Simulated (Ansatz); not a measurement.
The starting structures come from a database of crystals and need not be the phases stable at ambient conditions.

 Where the default PAW files enter, the runs use the earlier of Ansatz's two default sets.

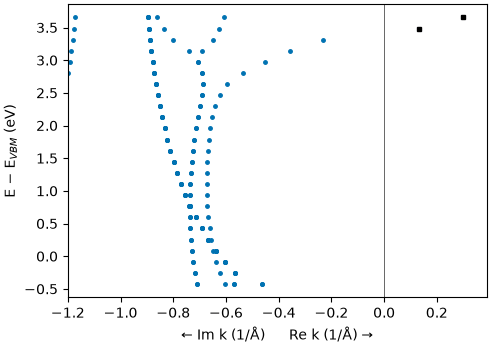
Complex bands at the centre of the two-dimensional zone; r2SCAN run with Ansatz (a quantum-chemistry and plane-wave program)

The gap is the functional's own. No spin-orbit coupling. Mid-gap values are interpolated on the energy grid.

This is CdCO$_{3}$ (R-3c, not sure to be the ambient phase, 10 atoms a cell, 11.6 Å³ an atom) along the normal of (001). Read off the slowest decay at the centre of the two-dimensional zone at 1.78 eV, the computed energy nearest the middle of the gap.

κ ≈ 0.66 1/Å, a decay length 1/(2κ) of the density of 0.75 Å.
